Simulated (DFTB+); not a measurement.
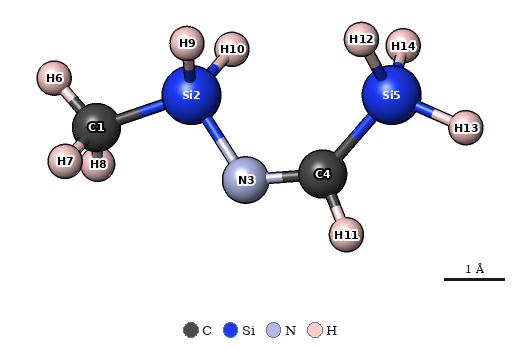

The structure (ball-and-stick view, seen at a tilt; atoms are numbered from 1 in the order of the input). Bond lengths as drawn: C–H 1.09 to 1.14 Å, C–N 1.36 Å, C–Si 1.77 to 1.81 Å, H–Si 1.44 to 1.52 Å and N–Si 1.74 Å.

## C2H9NSi2: energy and gradient calculation

- system: C2H9NSi2
- method: GFN1-xTB, R-SCC, dispersion built in (DFTB+ 25.1)

The geometry: force field.

### Log
```
|  DFTB+ development version (commit: a23bfb2)

Reading input file 'dftb_in.hsd'
Parser version: 14

--------------------------------------------------------------------------------

Processed input in HSD format written to 'dftb_pin.hsd'

Starting initialization...
--------------------------------------------------------------------------------
OpenMP threads:              1
Chosen random seed:          1040112586
Current stacksize:           unlimited
Mode:                        Static calculation
Self consistent charges:     Yes
SCC-tolerance:                 0.100000E-03
Max. scc iterations:                    100
Shell resolved Hubbard:      Yes
Spin polarisation:           No
Nr. of up electrons:            15.000000
Nr. of down electrons:          15.000000
Periodic boundaries:         No
Electronic solver:           Relatively robust
Mixer:                       Broyden mixer
Mixing parameter:                  0.200000
Nr. of chrg. vec. in memory:            100
Max. SCC-cycles:                        100
tblite library version:      0.3.0
-> parametrization:          GFN1-xTB
-> repulsion:                Yes
-> dispersion:               Yes
-> halogen bonding:          Yes
-> electrostatics:           Yes
   -> isotropic:             Yes
   -> anisotropic:           No
   -> third-order:           Yes
Electronic temperature:              0.950045E-03 H      0.258520E-01 eV
Initial charges:             Set automatically (system chrg:   0.000E+00)
Included shells:             C:  s, p
                            Si:  s, p, d
                             N:  s, p
                             H:  s, s2
Extra options:
                             Mulliken analysis
                             Force calculation
Force type                   original

--------------------------------------------------------------------------------

***  Geometry step: 0

 iSCC Total electronic   Diff electronic      SCC error
    1   -0.15966619E+02    0.00000000E+00    0.14586430E+01
    2   -0.16094184E+02   -0.15966619E+02    0.94615070E+00
    3   -0.16103391E+02   -0.12756545E+00    0.59030101E+00
    4   -0.16103816E+02   -0.92066319E-02    0.20790994E+00
    5   -0.16107221E+02   -0.42476282E-03    0.18110786E+00
    6   -0.16112400E+02   -0.34049825E-02    0.31206854E-01
    7   -0.16112575E+02   -0.51797648E-02    0.10521612E-01
    8   -0.16112601E+02   -0.17417240E-03    0.30316029E-02
    9   -0.16112603E+02   -0.26939642E-04    0.14812472E-02
   10   -0.16112603E+02   -0.16747778E-05    0.18639428E-03
   11   -0.16112603E+02   -0.32627514E-06    0.37962227E-03
   12   -0.16112603E+02    0.18023510E-07    0.18256989E-04

Total Energy:                      -15.9466288744 H         -433.9298 eV
Extrapolated to 0K:                -15.9466288744 H         -433.9298 eV
Total Mermin free energy:          -15.9466288744 H         -433.9298 eV
Force related energy:              -15.9466288744 H         -433.9298 eV

--------------------------------------------------------------------------------
--------------------------------------------------------------------------------
SCC                                    +       0.03 ( 56.5%)       0.04 ( 61.4%)
Post-SCC processing                    +       0.02 ( 25.4%)       0.02 ( 22.9%)
--------------------------------------------------------------------------------
Missing                                +       0.01 ( 18.1%)       0.01 ( 15.7%)
Total                                  =       0.06 (100.0%)       0.07 (100.0%)
--------------------------------------------------------------------------------
```

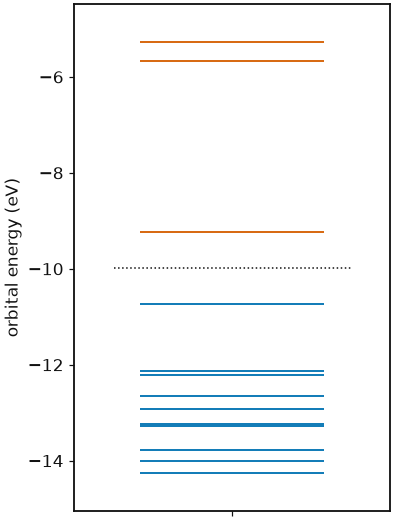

Orbital energies near the frontier; the dotted line parts filled from empty levels, and levels within 0.02 eV of each other stand side by side. Highest filled −10.74 eV, lowest empty −9.24 eV, 1.50 eV apart.

This output came from the following input.

### Input (dftb_in.hsd)
```
Geometry = GenFormat {
  14 C
  C Si N H
     1  1     -1.892100      1.891000      0.218500
     2  2     -0.420700      0.911800      0.313400
     3  3     -0.742900     -0.533000     -0.602800
     4  1      0.226500     -1.483000     -0.736000
     5  2      1.911000     -1.740700     -0.123100
     6  4     -1.828300      2.890200      0.757000
     7  4     -2.778100      1.412600      0.628600
     8  4     -2.140400      2.208000     -0.837300
     9  4     -0.097800      0.548600      1.752400
    10  4      0.756700      1.600500     -0.256900
    11  4     -0.186600     -2.355800     -1.315300
    12  4      1.982500     -1.717900      1.398000
    13  4      2.407400     -3.010100     -0.584500
    14  4      2.789900     -0.651500     -0.583200
}

Hamiltonian = xTB {
  Method = "GFN1-xTB"
  Charge = 0
  SCCTolerance = 0.0001
}

Analysis {
  PrintForces = Yes
}

Options {
  WriteResultsTag = Yes
}

ParserOptions {
  ParserVersion = 14
}
```

Run as:
```bash
dftb+ > dftb.out
```

### Key numbers

- outcome: converged
- Mermin free energy: −15.946629 hartree
- basis functions: 48
- largest force: 4.417 eV/Å
- HOMO: −10.74 eV
- LUMO: −9.24 eV
- dipole moment: 0.73 D
- hardware: 1 thread of Intel Xeon @ 2.50GHz (Skylake/Cascade Lake), 32 GiB of memory available, shared host
- peak memory: 0.073 GiB

### Notes

Settings chosen away from the usual ones: scf_conv.
